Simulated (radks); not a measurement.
**Mo: atomic calculation**

- system: atomic molybdenum (Mo) in the configuration [Kr] 4d5 5s1 (open shells shared over both j by 2j + 1). The nucleus has an rms radius of 3.9329 fm.
- method: Dirac Kohn-Sham, BLYP, spin-unpolarised, spherical densities, finite nucleus (the in-house radial solver radks)

**Key numbers**

- outcome: converged
- total energy: −4049.6896 hartree
- kinetic energy: 4199.3327 hartree
- electron–nucleus energy: −9783.8672 hartree
- Hartree energy: 1659.0624 hartree
- exchange–correlation energy: −124.217611 hartree
- radius at density 0.001 e/bohr³: 4.72 bohr
- SCF iterations: 16
- hardware: 1 CPU thread, shared host

**Remarks**

The nucleus was changed on purpose (rms radius × 0.892), so it needn't be that of the element.

**Input**
```
Z 42
configuration [Kr] 4d5 5s1 5p0 6s0
relativity Dirac
functional b88,lyp
spin unpolarised
j_filling average
nucleus finite rms 3.9329 fm
c 137.035999084
```

Energies in input and log are in hartree, lengths in bohr (the nuclear radius in fm).

**Output**
```
1s1/2   1   2.0000        -728.23750306
2s1/2   1   2.0000        -102.82943844
2p1/2   1   2.0000         -94.61044952
2p3/2   1   4.0000         -90.69200885
3s1/2   1   2.0000         -17.49029587
3p1/2   1   2.0000         -14.36317237
3p3/2   1   4.0000         -13.71808905
3d3/2   1   4.0000          -8.18611545
3d5/2   1   6.0000          -8.06397334
4s1/2   1   2.0000          -2.35971406
4p1/2   1   2.0000          -1.47164996
4p3/2   1   4.0000          -1.37962564
4d3/2   1   2.0000          -0.13809447
4d5/2   1   3.0000          -0.13060932
5s1/2   1   1.0000          -0.14889683
5p1/2   1   0.0000          -0.03966042
5p3/2   1   0.0000          -0.03629106
6s1/2   1   0.0000          -0.00479629
Etot -4049.689624359468
Ekin 4199.332708387461
Encl -9783.867155020791
Eh 1659.062433161957
Exc -124.21761088809507
err 3.092045541814474e-09
it 16
```

**Orbitals**

| orbital | occupation | energy (eV) | ⟨r⟩ (bohr) | outer maximum (bohr) |
| --- | --- | --- | --- | --- |
| 1s | 2 | −19816.4 | 0.03516 | 0.0229 |
| 2s | 2 | −2798.1 | 0.1534 | 0.130 |
| 2p1/2 | 2 | −2574.5 | 0.1307 | 0.101 |
| 2p3/2 | 4 | −2467.9 | 0.1353 | 0.105 |
| 3s | 2 | −475.935 | 0.4288 | 0.384 |
| 3p1/2 | 2 | −390.842 | 0.4235 | 0.371 |
| 3p3/2 | 4 | −373.288 | 0.4340 | 0.380 |
| 3d3/2 | 4 | −222.756 | 0.4133 | 0.321 |
| 3d5/2 | 6 | −219.432 | 0.4168 | 0.324 |
| 4s | 2 | −64.211 | 1.106 | 0.988 |
| 4p1/2 | 2 | −40.046 | 1.216 | 1.05 |
| 4p3/2 | 4 | −37.542 | 1.247 | 1.08 |
| 5s | 1 | −4.052 | 3.596 | 2.94 |
| 4d3/2 | 2 | −3.758 | 1.991 | 1.38 |
| 4d5/2 | 3 | −3.554 | 2.024 | 1.39 |
| 5p1/2 | 0 | −1.079 | 5.338 | 4.06 |
| 5p3/2 | 0 | −0.988 | 5.534 | 4.20 |

**Slater integrals of the outer shells (hartree)**

| integral | value |
| --- | --- |
| F0(4d5/2,4d5/2) | 0.4571 |
| F2(4d5/2,4d5/2) | 0.2173 |
| F4(4d5/2,4d5/2) | 0.1385 |
| F0(4d5/2,4d3/2) | 0.4607 |
| F2(4d5/2,4d3/2) | 0.2192 |
| F4(4d5/2,4d3/2) | 0.1397 |
| G0(4d5/2,4d3/2) | 0.4604 |
| G2(4d5/2,4d3/2) | 0.2191 |
| G4(4d5/2,4d3/2) | 0.1397 |
| F0(4d5/2,5s1/2) | 0.3018 |
| G2(4d5/2,5s1/2) | 0.0724 |
| F0(4d5/2,4p3/2) | 0.5521 |
| F2(4d5/2,4p3/2) | 0.2521 |
| G1(4d5/2,4p3/2) | 0.3059 |
| G3(4d5/2,4p3/2) | 0.1842 |
| F0(4d5/2,5p1/2) | 0.2199 |
| F2(4d5/2,5p1/2) | 0.0597 |
| G1(4d5/2,5p1/2) | 0.0378 |
| G3(4d5/2,5p1/2) | 0.0260 |
| F0(4d3/2,4d3/2) | 0.4643 |

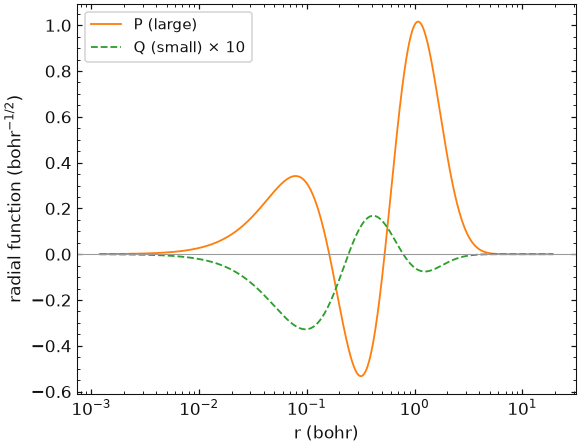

The large and small radial components of one occupied spinor. It is 4p3/2. The spinor has κ = −2: the large component has l = 1 and 2 radial nodes (r = 0.162 and 0.528 bohr), the small one has l = 2. The small component carries 0.023 % of the norm; ⟨r⟩ = 1.25 bohr and the eigenvalue is −37.5 eV. The nodes of P give n − l − 1 and its extent picks the shell; Q has as many nodes as P for κ < 0 and one more for κ > 0.

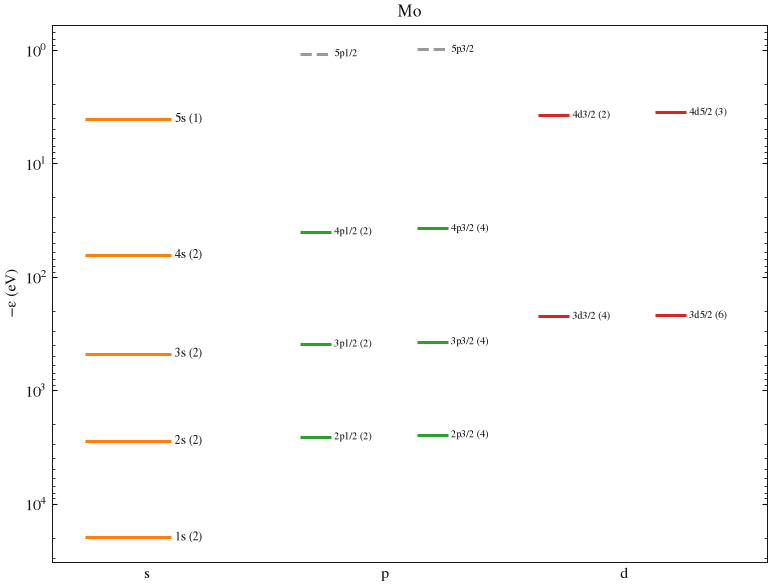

The occupied levels and a few empty ones, on a logarithmic scale of binding energy, are drawn by angular momentum (occupations in brackets, the lower j at the left of each column, empty levels dashed). The highest occupied level is 4d5/2 at −3.55 eV. The highest 3 occupied levels, from the top down, are 4d5/2 (−3.55 eV), 4d3/2 (−3.76 eV), 5s (−4.05 eV). The lowest empty level drawn is 5p1/2 at −1.08 eV. Spin-orbit splittings: 5p 0.0917 eV, 4d 0.204 eV, 4p 2.50 eV, 3d 3.32 eV.

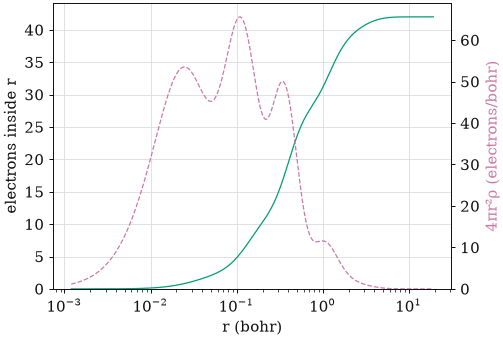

The number of electrons inside radius r (solid) and the radial density 4πr²ρ (dashed). The count levels off at 42 electrons. Half of them lie within 0.433 bohr, 90 % within 1.80 bohr and 99 % within 4.37 bohr. The radial density has minima at 0.0498, 0.220 and 0.845 bohr, where the count stands at 2.1, 11.1 and 29.3; these part the shells that the density resolves.
